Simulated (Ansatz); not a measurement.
# CH$_{4}$BF$_{2}$GaN$_{2}$: what the fields show

```yaml
atoms:
  - { symbol: N, position_ang: [-0.2256, -2.2389, -1.3112] }
  - { symbol: Ga, position_ang: [0.4060, -0.9041, -0.2883] }
  - { symbol: F, position_ang: [2.0875, -1.1220, 0.2015] }
  - { symbol: C, position_ang: [-0.4141, 0.7701, 0.2826] }
  - { symbol: F, position_ang: [-1.8051, 0.7278, 0.0834] }
  - { symbol: B, position_ang: [0.2314, 2.1893, 0.3624] }
  - { symbol: N, position_ang: [-0.0323, 1.4646, 1.4672] }
  - { symbol: H, position_ang: [-1.1740, -2.2922, -1.6383] }
  - { symbol: H, position_ang: [0.3177, -3.0520, -1.5435] }
  - { symbol: H, position_ang: [0.6416, 3.2101, -0.0651] }
  - { symbol: H, position_ang: [-0.0331, 1.2472, 2.4493] }
```

Geometry: PBE0-D4/def2-TZVP.

Level of theory: RKS PBE0-D4/def2-TZVPP in Ansatz 0.2.0.

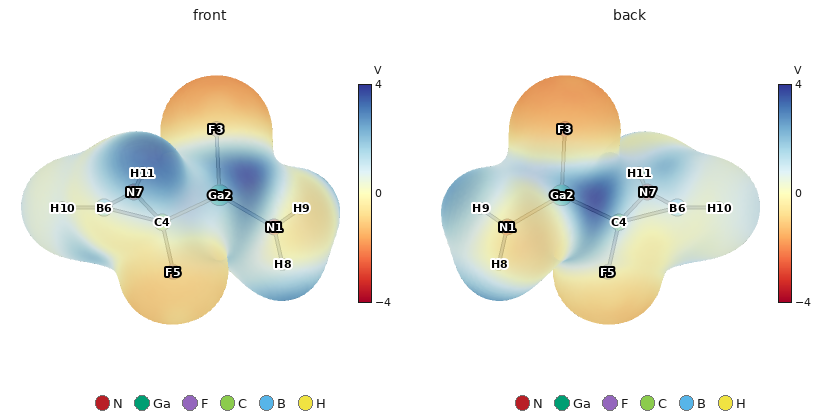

Figure 1. The molecular electrostatic potential painted on the density surface at 0.004 e/bohr³, seen from the front and from behind; the colour scale runs from red (negative) to blue (positive).

> Describe the electrostatic potential map.

The most negative region (about −1.8 V) lies over F3, the most positive (about +3.6 V) over Ga2.

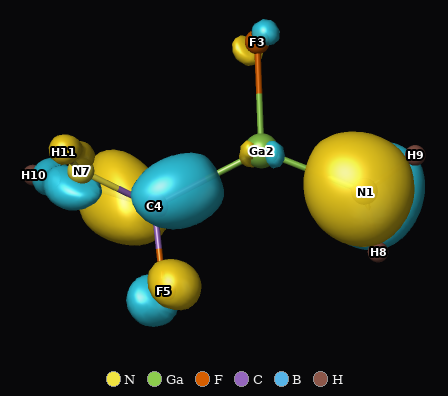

Figure 2. The HOMO at ±0.15 Å⁻³ᐟ² (yellow and cyan are the two phases), seen across its widest extent.

> What is the character of this orbital?

Its weight (Hirshfeld) is mainly on N1 (about 45 %), C4 (about 15 %), Ga2 (about 10 %), B6 (about 10 %) and F5 (about 5 %). Its energy is −7.55 eV.

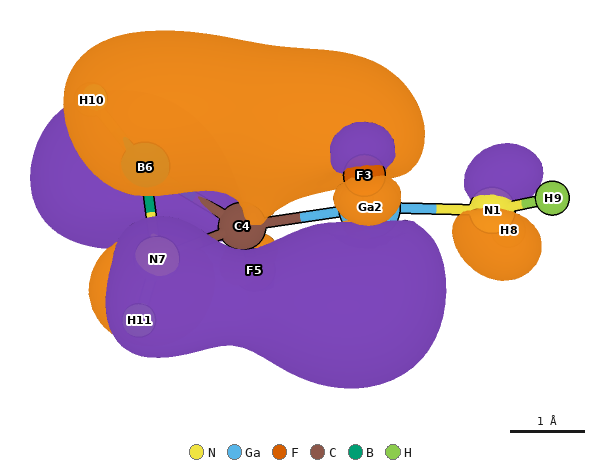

Figure 3. The LUMO at ±0.08 Å⁻³ᐟ² (orange and purple are the two phases), seen from one side.

> What is the character of this orbital?

Its weight (Hirshfeld) is mainly on B6 (about 30 %), Ga2 (about 30 %), N7 (about 10 %) and C4 (about 10 %). Its energy is −0.74 eV.
